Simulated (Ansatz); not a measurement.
```yaml
atoms:
  - { symbol: B, position_ang: [-0.3243, -0.1367, -1.0181] }
  - { symbol: H, position_ang: [1.2310, -0.3967, 2.2361] }
  - { symbol: H, position_ang: [0.6549, 0.5487, -1.1357] }
  - { symbol: O, position_ang: [-0.9932, -0.1499, 0.1477] }
  - { symbol: H, position_ang: [-1.7636, -0.7388, 0.1570] }
  - { symbol: Si, position_ang: [0.0995, -0.0705, 3.1382] }
  - { symbol: H, position_ang: [-0.9825, -1.0790, 2.9854] }
  - { symbol: H, position_ang: [0.5813, -0.1105, 4.5465] }
  - { symbol: H, position_ang: [-0.4245, 1.2867, 2.8486] }
```

These are results of Ansatz, UKS B3LYP-D4/6-31G*, not measurements.

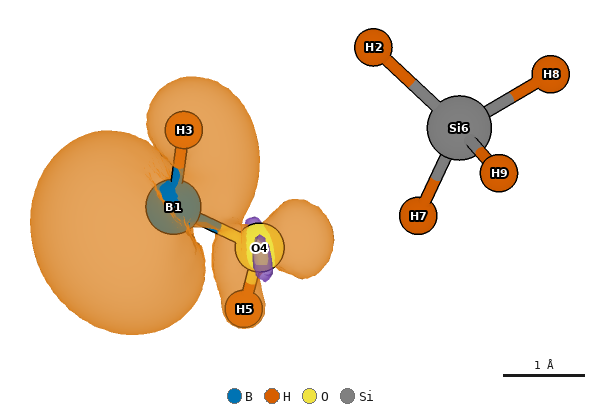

BH₂O···SiH₄ (doublet). Isosurfaces of the spin density at +0.02 (orange) and −0.02 e/Å³ (purple), seen at a tilt.

### Which atoms carry the spin?

The unpaired spin (1 electron) lies mostly on B1 (about 0.8), O4 (about 0.1) and H3 (about 0.1), in electrons by Hirshfeld's partition.
